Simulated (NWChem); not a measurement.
# A workflow on F2HP (difluorophosphine)

We compute a geometry optimisation (B97-1/3-21G), then vibrational wavenumbers, then NMR shieldings of F2HP (difluorophosphine). 

The results are computed with NWChem 7.3.0.

## Step 1: The molecule

F2HP has 4 atoms, charge 0, and is taken as a singlet. SMILES: `FPF`. The shape comes from GFN2-xTB, which is rough for such elements, and wasn't checked as a minimum. The run starts from this shape.

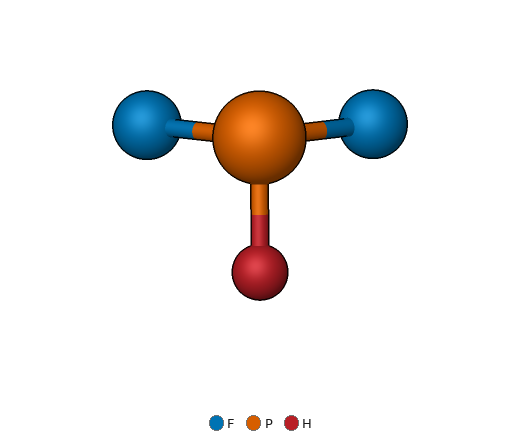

The structure, seen from a chosen angle (fluorine blue, phosphorus orange, hydrogen red).

## Step 2: A structure relaxation at B97-1/3-21G (run 1)

Input file f2hp.nw:

```
start f2hp
memory 2200 mb
geometry units angstrom noautoz
  F        1.200700       0.603880      -0.244050
  P       -0.020800      -0.433020      -0.460000
  F       -1.177160       0.665480      -0.195640
  H       -0.002740      -0.836340       0.899690
end
basis "ao basis" cartesian
  * library 3-21G
end
dft
  xc becke97-1
  grid medium
  direct
  mulliken
  print low
end
driver
  maxiter 50
  xyz f2hp
end
task dft optimize
```

Launch:

```sh
nwchem f2hp.nw > f2hp.out
```

Output:

```text
Northwest Computational Chemistry Package (NWChem) 7.3.0
             --------------------------------------------------------

           Job information
           ---------------

    nwchem branch   = 7.3.0
    use scalapack   = T
    input           = f2hp.nw
    prefix          = f2hp.
    data base       = ./f2hp.db
    status          = startup
    nproc           =        1

           Memory information
           ------------------

[... 5 lines left out ...]
    hardfail = no
[... 292 lines left out ...]
      One electron energy =     -972.389360254557
[... 175 lines left out ...]
 new step= 1.00                   predicted energy=   -538.711971
[... 211 lines left out ...]
           Coulomb energy =      364.624472558164
[... 194 lines left out ...]
    Exchange-Corr. energy =      -44.413571412219
[... 211 lines left out ...]
            Nuclear Dipole moment (a.u.)
[... 41 lines left out ...]
 Task  times  cpu:        9.2s     wall:        9.2s
 Total times  cpu:        9.2s     wall:        9.2s
```

Run time: 10 s. Hardware: 1 thread of Intel Xeon Platinum 8259CL at 2.50GHz (Skylake/Cascade Lake), shared host; peak memory 0.26 GiB.

Steps, from the record of the run:

```
step  energy from the first frame kept (eV)  largest force (eV/Å)
   0                                 0.0000                2.1363
   1                                -0.1685                0.9499
   2                                -0.1963                0.3769
   3                                -0.2017                0.0409
   4                                -0.2018                0.0079
   5                                -0.2018                0.0011
```

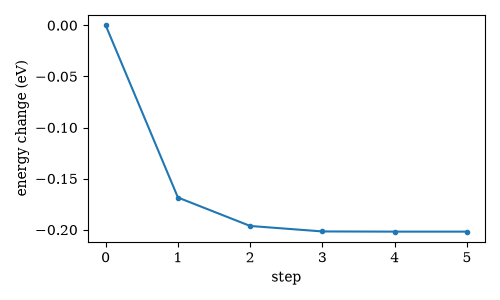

Energy along the run.

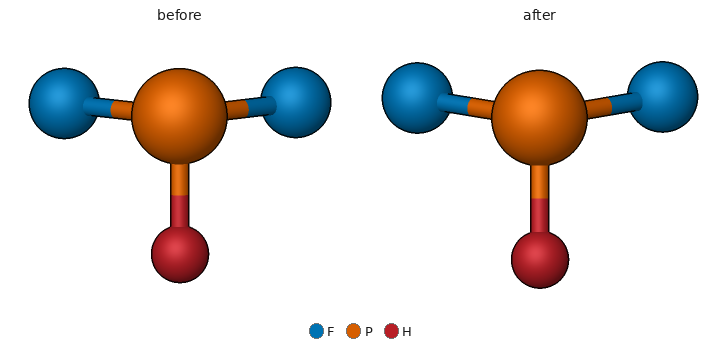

Before and after, at one scale.

After the run. Bond lengths: F1–P2 1.667 Å, P2–F3 1.667 Å, P2–H4 1.455 Å. Angles: F1–P2–F3 98.2°, F1–P2–H4 97.6°, F3–P2–H4 97.6°.

## Step 3: The harmonic vibrations at B97-1/3-21G (run 2)

Input file f2hp.nw:

```
start f2hp
memory 2200 mb
charge 0

geometry noautoz
 F     0.543799   -0.058141   -1.260051
 P    -0.548003   -0.039070    0.000000
 F     0.543799   -0.058141    1.260051
 H    -0.815908    1.391464    0.000000
end

basis
 * library 3-21G
end

dft
 xc becke97-1
 grid medium
 direct
 mulliken
 print low
end

task dft frequencies
```

Launch:

```sh
nwchem f2hp.nw > f2hp.out
```

Output:

```text
Northwest Computational Chemistry Package (NWChem) 7.3.0
             --------------------------------------------------------

           Job information
           ---------------

    nwchem branch   = 7.3.0
    use scalapack   = T
    input           = f2hp.nw
    prefix          = f2hp.
    data base       = ./f2hp.db
    status          = startup
    nproc           =        1

           Memory information
           ------------------

[... 5 lines left out ...]
    hardfail = no
[... 213 lines left out ...]
       Convergence  1.0D-04
[... 23 lines left out ...]
 d_dipole_x/<atom=   3,z> =     0.0922     [    0.4430]
[... 12 lines left out ...]
 d_dipole_y/<atom=   3,y> =    -0.2967     [   -1.4249]
[... 12 lines left out ...]
 d_dipole_z/<atom=   3,x> =     0.2779     [    1.3349]
[... 165 lines left out ...]
 Normal Eigenvalue ||    Projected Derivative Dipole Moments (debye/angs)
[... 20 lines left out ...]
 vib:animation  F

 Task  times  cpu:       16.2s     wall:       16.2s
 Total times  cpu:       16.3s     wall:       16.3s
```

Run time: 17 s. Hardware: 1 thread of Intel Xeon Platinum 8259CL at 2.50GHz (Skylake/Cascade Lake), shared host; peak memory 0.26 GiB.

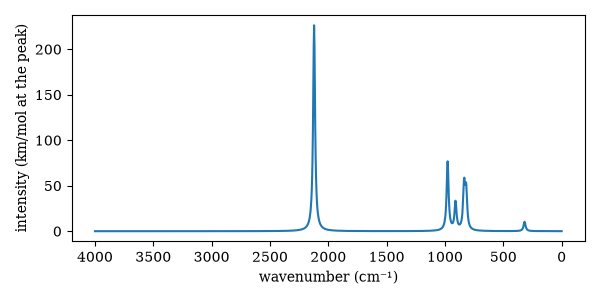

Harmonic infrared spectrum, unscaled, lines broadened by 10 cm⁻¹.

## Step 4: Magnetic shielding at B97-1/3-21G (run 3)

Input file f2hp.nw:

```
start f2hp
memory total 2200 mb
geometry units angstrom noautoz
  F      0.543799    -0.058141    -1.260051
  P     -0.548003    -0.039070     0.000000
  F      0.543799    -0.058141     1.260051
  H     -0.815908     1.391464     0.000000
end
basis
  F library 3-21G
  P library 3-21G
  H library 3-21G
end
dft
  xc becke97-1
  grid medium
  direct
  mulliken
  noprint "final vectors analysis"
end
property
  shielding
end
task dft property
```

Launch:

```sh
nwchem f2hp.nw > f2hp.out
```

Output:

```text
Northwest Computational Chemistry Package (NWChem) 7.3.0
             --------------------------------------------------------

           Job information
           ---------------

    nwchem branch   = 7.3.0
    use scalapack   = T
    input           = f2hp.nw
    prefix          = f2hp.
    data base       = ./f2hp.db
    status          = startup
    nproc           =        1

           Memory information
           ------------------

[... 5 lines left out ...]
    hardfail = no
[... 135 lines left out ...]
          Convergence on energy requested:  1.00D-07
[... 24 lines left out ...]
          Convergence Information
[... 30 lines left out ...]
 1-e energy   =    -971.188147
[... 38 lines left out ...]
      One electron energy =     -971.218812228287
[... 75 lines left out ...]
       Convergence  1.0D-04
[... 100 lines left out ...]
        Paramagnetic
     -4.5834      3.6879     -0.0000
      3.6879     -7.6313      0.0000
     -0.0000      0.0000     -1.5175

        Total Shielding Tensor
     20.5805     -2.0488     -0.0000
     -2.0488     29.2765      0.0000
     -0.0000      0.0000     22.5374

           isotropic =      24.1314
          anisotropy =       8.4053

          Principal Components and Axis System
                 1           2           3
               29.7350     22.5374     20.1219

      1        -0.2184     -0.0000      0.9759
      2         0.9759     -0.0000      0.2184
      3         0.0000      1.0000      0.0000

 Task  times  cpu:       11.6s     wall:       11.6s
 Total times  cpu:       11.6s     wall:       11.6s
```

Run time: 13 s. Hardware: 1 thread of Intel Xeon Platinum 8259CL at 2.50GHz (Skylake/Cascade Lake), shared host; peak memory 0.26 GiB.

## Step 5: Results

| quantity | value |
| --- | --- |
| run 1, B97-1/3-21G: total energy at the end | -538.71217 Eh |
| run 2, B97-1/3-21G: total energy | -538.71219 Eh |
| run 2, B97-1/3-21G: lowest harmonic wavenumber | 318 cm⁻¹ |
| run 2, B97-1/3-21G: highest harmonic wavenumber | 2122 cm⁻¹ |
| run 2, B97-1/3-21G: zero-point energy | 35.8 kJ/mol |
| run 2, B97-1/3-21G: ideal-gas entropy at 298.15 K (symmetry number 1 as used) | 63.8 cal/(mol K) |
| run 3, B97-1/3-21G: total energy | -538.71218 Eh |
| run 3, B97-1/3-21G: dipole moment | 1.79 D |
| run 3, B97-1/3-21G: isotropic shielding of F1 | 331.8 ppm |
| run 3, B97-1/3-21G: isotropic shielding of P2 | 187.8 ppm |
| run 3, B97-1/3-21G: isotropic shielding of H4 | 24.1 ppm |

The optimisation (run 1, B97-1/3-21G) took 6 steps and changed the energy by -0.202 eV. All 6 modes are real, so the shape is a minimum at this level.
